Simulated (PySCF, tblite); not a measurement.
# C5H6BS2 radical: geometry, infrared bands and EPR parameters

What infrared bands and EPR parameters should C5H6BS2 radical (`C[B]Sc1cccs1`) show?

Programs: tblite 0.8.0 and PySCF 2.14.0, with density-fitted response routines of our own. Each step states its level of theory. These are calculated values for one molecule in the gas phase, unless marked as measured. Atoms are numbered from 0 throughout.

## Step 1: Starting geometry

14 atoms, charge 0, multiplicity 2; geometry from: force field or distance geometry start.

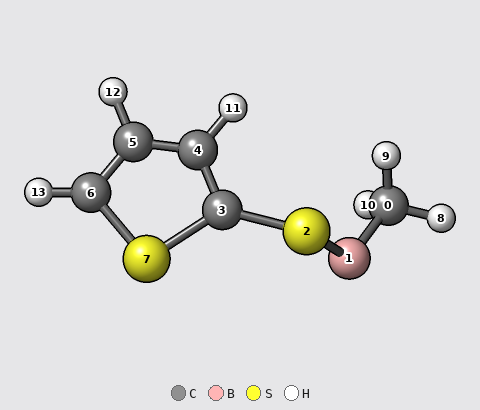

As it starts; carbon grey, boron pink, sulfur yellow, hydrogen white, atoms numbered.

## Step 2: Relaxing the molecule with GFN2-xTB

The job: settings as JSON, then the geometry in Å.

```
{"job": {"kind": "relax", "xc": "GFN2-xTB", "basis": "xTB"}, "charge": 0, "multiplicity": 2}
C      3.209900    -0.077300     0.210600
B      2.231300    -1.324300    -0.025300
S      0.794900    -1.625500     1.175400
C     -0.717900    -0.834600     0.605100
C     -1.162400     0.413200     0.898400
C     -2.318800     0.859700     0.394500
C     -3.085800     0.080300    -0.403900
S     -2.089100    -1.440800    -0.462200
H      4.267600    -0.393900     0.350900
H      2.912000     0.486900     1.141800
H      3.193200     0.563700    -0.683000
H     -0.522800     1.065100     1.556400
H     -2.685300     1.907700     0.639800
H     -4.027400     0.319300    -0.860700
```

The run is started by

```sh
OMP_NUM_THREADS=1 python probes_run.py task.json out
```

This one command runs all jobs of the session in turn.

The log of the run:

```text
step      E/eV     max force
  0    -580.32816    5.148
  1    -580.74311    2.044
  2    -580.88691    1.351
  3    -581.11177    1.404
  4    -581.18111    0.812
  5    -581.25615    0.544
  6    -581.28405    0.489
  7    -581.32393    0.713
  8    -581.35702    0.679
  9    -581.39161    0.536
 10    -581.42123    0.485
 11    -581.45232    0.506
 12    -581.48668    0.536
 13    -581.53035    0.636
 14    -581.56776    0.835
 15    -581.62619    0.555
 16    -581.64660    0.322
 17    -581.65903    0.294
 18    -581.67124    0.387
 19    -581.68981    0.515
 20    -581.71105    0.480
 21    -581.73206    0.340
 22    -581.75087    0.423
 23    -581.76795    0.513
 24    -581.79168    0.505
 25    -581.81484    0.339
 26    -581.82535    0.180
 27    -581.82934    0.169
 28    -581.83481    0.188
 29    -581.83972    0.189
 30    -581.84607    0.201
 31    -581.85367    0.206
 32    -581.86328    0.259
 33    -581.87230    0.258
 34    -581.87879    0.239
 35    -581.88396    0.222
 36    -581.89009    0.223
 37    -581.89638    0.277
 38    -581.90230    0.215
 39    -581.90622    0.183
 40    -581.90983    0.156
 41    -581.91360    0.205
 42    -581.91867    0.245
 43    -581.92402    0.238
 44    -581.92922    0.192
 45    -581.93306    0.223
 46    -581.93640    0.149
 47    -581.93900    0.152
 48    -581.94190    0.122
 49    -581.94339    0.079
 50    -581.94429    0.084
 51    -581.94513    0.086
 52    -581.94645    0.092
 53    -581.94839    0.099
 54    -581.95073    0.121
 55    -581.95334    0.134
 56    -581.95601    0.143
 57    -581.95877    0.144
 58    -581.96084    0.137
 59    -581.96300    0.125
 60    -581.96509    0.106
 61    -581.96704    0.114
 62    -581.96916    0.103
 63    -581.97097    0.093
 64    -581.97242    0.095
 65    -581.97382    0.099
 66    -581.97571    0.099
 67    -581.97841    0.164
 68    -581.98135    0.149
 69    -581.98368    0.117
 70    -581.98494    0.061
 71    -581.98525    0.047
 72    -581.98545    0.037
 73    -581.98563    0.033
 74    -581.98585    0.034
 75    -581.98595    0.036
 76    -581.98608    0.030
 77    -581.98622    0.026
 78    -581.98641    0.029
 79    -581.98657    0.029
 80    -581.98672    0.033
 81    -581.98689    0.039
 82    -581.98713    0.045
 83    -581.98746    0.048
 84    -581.98788    0.054
 85    -581.98834    0.053
 86    -581.98886    0.076
 87    -581.98948    0.089
 88    -581.99018    0.085
 89    -581.99097    0.071
 90    -581.99201    0.071
 91    -581.99367    0.094
 92    -581.99612    0.143
 93    -581.99854    0.146
 94    -581.99410    0.522
 95    -582.00115    0.195
 96    -582.00255    0.078
 97    -582.00343    0.084
 98    -582.00439    0.092
 99    -582.00563    0.107
100    -582.00693    0.103
101    -582.00768    0.105
102    -582.00848    0.084
103    -582.00886    0.106
104    -582.00907    0.060
105    -582.00935    0.039
106    -582.00966    0.066
107    -582.00998    0.072
108    -582.01039    0.067
109    -582.01088    0.066
110    -582.01157    0.063
111    -582.01179    0.148
112    -582.01249    0.069
113    -582.01281    0.029
114    -582.01298    0.033
115    -582.01308    0.023
116    -582.01316    0.016
117    -582.01322    0.012
118    -582.01324    0.009
```

It took 0.92 s on 1 thread of Arm Neoverse V1, shared host.

Step by step: (not every step is listed)

| step | energy from step 0 (eV) | largest force (eV/Å) |
| --- | --- | --- |
| 0 | 0.0000 | 5.1482 |
| 1 | -0.4149 | 2.0440 |
| 2 | -0.5587 | 1.3512 |
| 3 | -0.7836 | 1.4043 |
| 4 | -0.8529 | 0.8120 |
| 5 | -0.9280 | 0.5439 |
| 6 | -0.9559 | 0.4894 |
| 7 | -0.9958 | 0.7133 |
| 8 | -1.0289 | 0.6787 |
| 18 | -1.3431 | 0.3869 |
| 28 | -1.5066 | 0.1879 |
| 38 | -1.5741 | 0.2151 |
| 48 | -1.6137 | 0.1221 |
| 58 | -1.6327 | 0.1365 |
| 68 | -1.6532 | 0.1493 |
| 78 | -1.6582 | 0.0290 |
| 88 | -1.6620 | 0.0854 |
| 98 | -1.6762 | 0.0916 |
| 108 | -1.6822 | 0.0675 |
| 113 | -1.6846 | 0.0286 |
| 114 | -1.6848 | 0.0329 |
| 115 | -1.6849 | 0.0228 |
| 116 | -1.6850 | 0.0158 |
| 117 | -1.6851 | 0.0122 |
| 118 | -1.6851 | 0.0091 |

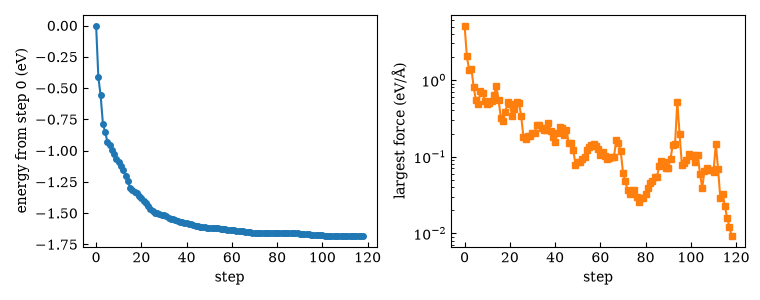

Energy and force, step by step.

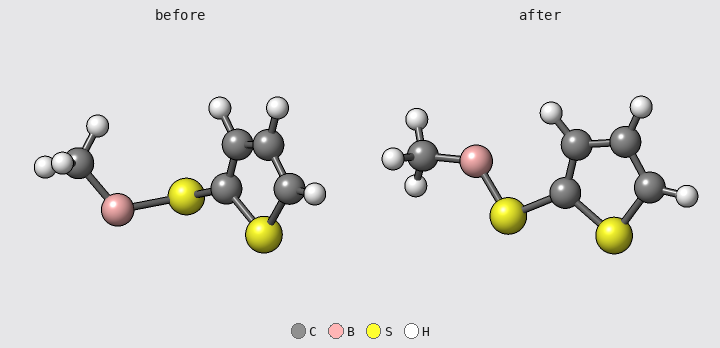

Before and after, at one scale.

Distances of close pairs at the start and the end, largest changes first:

| bond | before (Å) | after (Å) | change (Å) |
| --- | --- | --- | --- |
| B1–S2 | 1.896 | 1.727 | -0.169 |
| C3–S7 | 1.840 | 1.732 | -0.109 |
| C6–S7 | 1.819 | 1.721 | -0.099 |
| C4–C5 | 1.338 | 1.412 | +0.074 |
| C5–H12 | 1.137 | 1.075 | -0.062 |
| C4–H11 | 1.126 | 1.075 | -0.050 |
| C0–B1 | 1.603 | 1.559 | -0.043 |
| C0–H9 | 1.129 | 1.090 | -0.039 |

The end geometry stands in the next job.

## Step 3: Infrared spectrum with GFN2-xTB

The job: settings as JSON, then the geometry in Å.

```
{"job": {"kind": "ir", "xc": "GFN2-xTB", "basis": "xTB"}, "charge": 0, "multiplicity": 2}
C      3.441689    -0.169089     0.583586
B      1.884562    -0.153334     0.500801
S      0.827463    -1.201881    -0.373920
C     -0.803909    -0.539415    -0.065256
C     -1.154981     0.668244     0.456814
C     -2.554722     0.842794     0.515673
C     -3.238832    -0.224531     0.032699
S     -2.190517    -1.477975    -0.507080
H      3.842300    -1.184468     0.598962
H      3.851712     0.352579     1.447914
H      3.855134     0.320229    -0.299973
H     -0.437228     1.397388     0.788120
H     -3.024425     1.729485     0.901951
H     -4.298924    -0.360498    -0.042407
```

The log of the run:

```text
mode    cm-1     km/mol
  1      23.6      0.48
  2      50.6      1.16
  3      92.1      1.32
  4     133.2      0.64
  5     202.0      1.12
  6     228.7      3.55
  7     251.8      0.74
  8     413.6      0.88
  9     429.4      2.03
 10     517.5      0.23
 11     633.0      0.50
 12     690.2      3.17
 13     725.5      5.49
 14     735.6     15.76
 15     774.2     40.95
 16     803.9      4.28
 17     840.8      1.23
 18     842.9     24.38
 19     899.4     19.78
 20     926.8     27.78
 21    1070.2      4.29
 22    1081.1      9.79
 23    1116.5    147.39
 24    1176.0      1.78
 25    1333.6      5.97
 26    1376.2     19.17
 27    1434.3     35.40
 28    1458.8      3.48
 29    1479.5      3.71
 30    1533.8      0.07
 31    2966.1     15.89
 32    2984.0     16.39
 33    3006.4     19.73
 34    3121.9     13.79
 35    3131.7     17.89
 36    3167.6      6.46
```

It took 0.53 s on 1 thread of Arm Neoverse V1, shared host.

Which atoms move in the most intense modes:

| cm⁻¹ | km/mol | atoms |
| --- | --- | --- |
| 774 | 41.0 | H10 42 %, H8 19 %, C0 17 %, H9 10 % |
| 843 | 24.4 | C6 55 %, S7 16 %, H13 11 % |
| 899 | 19.8 | H9 26 %, H8 24 %, C0 14 %, B1 12 % |
| 927 | 27.8 | C3 53 % |
| 1116 | 147.4 | B1 68 %, C0 19 % |
| 1376 | 19.2 | H10 32 %, H8 29 %, H9 21 %, C0 17 % |
| 1434 | 35.4 | C4 34 %, C3 26 %, C5 24 %, C6 14 % |
| 3006 | 19.7 | H9 78 %, H10 13 % |

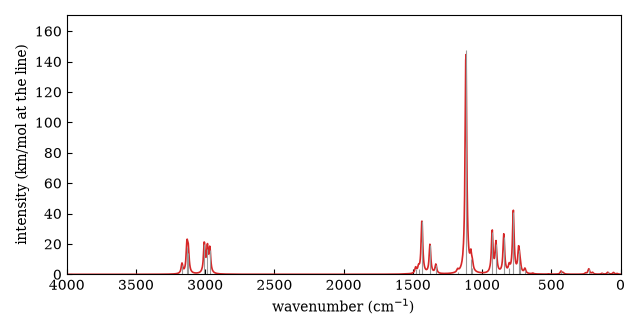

The infrared spectrum from these modes, unscaled. Lines are broadened to a width of 14 cm⁻¹ (Lorentzian).

## Step 4: g tensor and hyperfine couplings: B3LYP/pcH-1

Same as in step 3 but for these lines:

```diff
@@ -1,2 +1,2 @@
-{"job": {"kind": "ir", "xc": "GFN2-xTB", "basis": "xTB"}, "charge": 0, "multiplicity": 2}
+{"job": {"kind": "epr", "basis": "pcH-1"}, "charge": 0, "multiplicity": 2}
 C      3.441689    -0.169089     0.583586
```

Method: UKS B3LYP, pcH-1 on B C H S, non-relativistic, mean-field spin-orbit, GIAO.

The log of the run:

```text
UKS, coarse grid
  cycle   1  E = -1015.28127792  |g| = 3.68e-01
  cycle   2  E = -1015.21576833  |g| = 4.88e-01
  cycle   3  E = -1015.33395441  |g| = 1.23e-01
  cycle   4  E = -1015.34194231  |g| = 4.93e-02
  cycle   5  E = -1015.34310641  |g| = 1.46e-02
  cycle   6  E = -1015.34320792  |g| = 6.86e-03
  cycle   7  E = -1015.34323200  |g| = 2.14e-03
  cycle   8  E = -1015.34323562  |g| = 8.34e-04
UKS, final grid
  cycle   1  E = -1015.34322794  |g| = 1.28e-03
  cycle   2  E = -1015.34322611  |g| = 2.29e-03
  cycle   3  E = -1015.34322883  |g| = 2.23e-04
  cycle   4  E = -1015.34322886  |g| = 7.20e-05
  cycle   5  E = -1015.34322887  |g| = 5.40e-05
  cycle   6  E = -1015.34322888  |g| = 2.56e-05
E = -1015.34322888 Eh   <S^2> = 0.7537 (exact 0.7500)
g shifts (ppm)      1          2          3
  rmc          -108       -108       -108
  gc              9         69         24
  oz_so       -6128       -541       1246
  total       -6224       -580       1164
hyperfine (MHz)  atom isotope    a_iso     a_fc   dipolar eigenvalues
    0   13C      21.06      21.07     -4.19     -2.38      6.57
    1   11B     361.80     362.00    -42.23    -38.68     80.91
    2   33S      -6.96      -6.89    -10.76     -8.81     19.57
    3   13C      75.52      75.55     -4.11     -3.20      7.31
    4   13C       5.49       5.49     -3.40      0.32      3.09
    5   13C       0.21       0.21     -0.37     -0.07      0.44
    6   13C       1.19       1.19     -1.25      0.29      0.97
    7   33S      -0.87      -0.88     -0.53      0.10      0.43
    8    1H      60.86      60.86     -4.21     -1.83      6.04
    9    1H      47.83      47.84     -5.32     -4.50      9.83
   10    1H       2.57       2.58     -4.52     -3.04      7.55
   11    1H       1.15       1.16     -6.60     -3.38      9.98
   12    1H       1.67       1.67     -0.76     -0.68      1.44
   13    1H       2.02       2.02     -0.44     -0.18      0.62
```

Run time: 1.8 min. Hardware: 1 thread of Arm Neoverse V1, shared host; peak memory 0.96 GiB.

Principal g values 1.99609, 2.00174, 2.00348; g(iso) = 2.00044, against 2.00232 for a free electron.

Hyperfine couplings; where a row names several nuclei, a(iso) is their mean (it holds for fast rotation or exchange) and the dipolar term the largest among them:

```csv
nuclei,isotope,a(iso) (MHz),"a(iso) (G, at g = 2.0023)",largest dipolar term (MHz)
B1,11B,361.8,129.1,80.9
C3,13C,75.5,26.9,7.3
"H8, H9, H10",1H,37.1,13.2,9.8
C0,13C,21.1,7.5,6.6
S2,33S,-7.0,-2.5,19.6
C4,13C,5.5,2.0,-3.4
H13,1H,2.0,0.7,0.6
H12,1H,1.7,0.6,1.4
C6,13C,1.2,0.4,-1.3
H11,1H,1.2,0.4,10.0
S7,33S,-0.9,-0.3,-0.5
C5,13C,0.2,0.1,0.4
```

Mulliken spin populations:

C0 -0.03; B1 0.93; S2 0.01; C3 0.04; C4 0.00; C5 0.00; C6 -0.01; S7 0.00; H8 0.04; H9 0.01; H10 0.01; H11 0.00; H12 0.00; H13 0.00

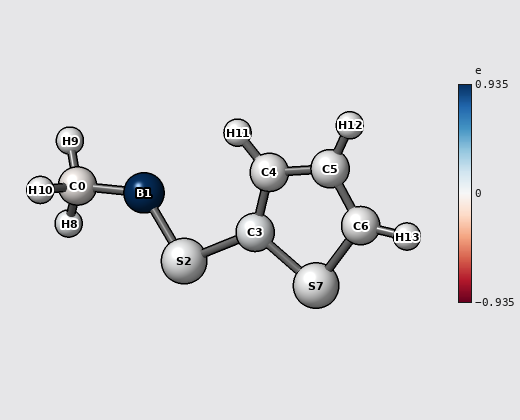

Mulliken spin populations, as colours on the atoms.

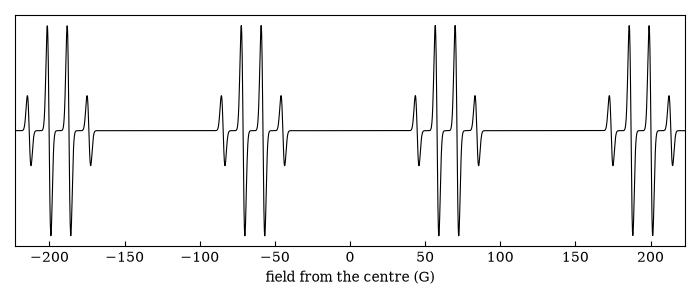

First-order isotropic spectrum (first derivative, main isotopes with spin only, couplings over 0.8 MHz, Gaussian width 1.1 G; couplings of the frozen geometry, rotation of groups not averaged beyond the rows shown).

The fields below are evaluated on a grid from the run's orbitals.

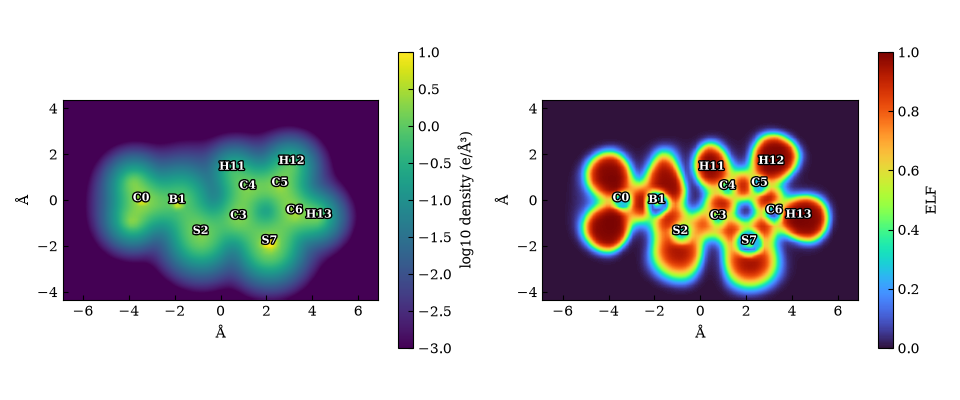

Density (left) and ELF (right) in a plane through or near 11 of the atoms.

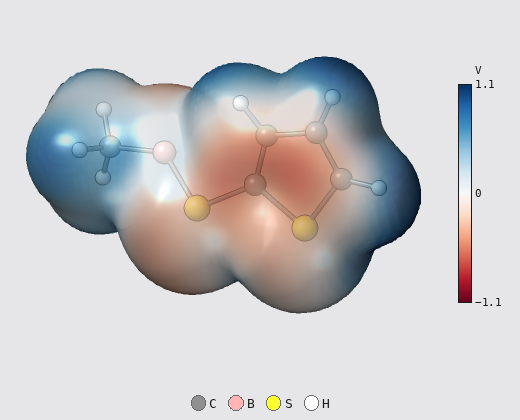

Electrostatic potential on the surface of density 0.002 e/bohr³; red is low, blue high. It runs from -0.59 V near C4 to 1.10 V near H13.

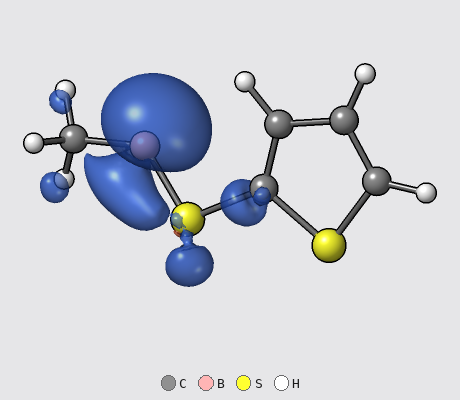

Spin density at ±0.03 e/Å³ (alpha excess blue, beta excess red).

## Step 5: Results

| quantity | value |
| --- | --- |
| strongest single infrared mode (GFN2-xTB) | 1116 cm⁻¹, 147 km/mol |
| zero-point energy (GFN2-xTB) | 59.5 kcal/mol |
| g(iso) (B3LYP) | 2.00044 |
| ⟨S²⟩ | 0.754 (exact 0.75) |
| largest a(iso) (averaged by class) | 11B on B1, 361.8 MHz |
| surface potential, least and greatest | -0.59 V and 1.10 V |

In words: Over 118 steps the energy fell by 1.685 eV; of the close pairs, B1–S2 changed most, 1.896 to 1.727 Å. No mode is imaginary among the 36: a minimum at this level. The strongest single mode, at 1116 cm⁻¹, moves mainly B1. Unscaled tight-binding wavenumbers are off by several per cent, some by more. Its intensities can rank the bands wrongly. B1 carries the largest spin population, 0.93 e. The isotropic g lies 1.9 ppt below the free-electron value.
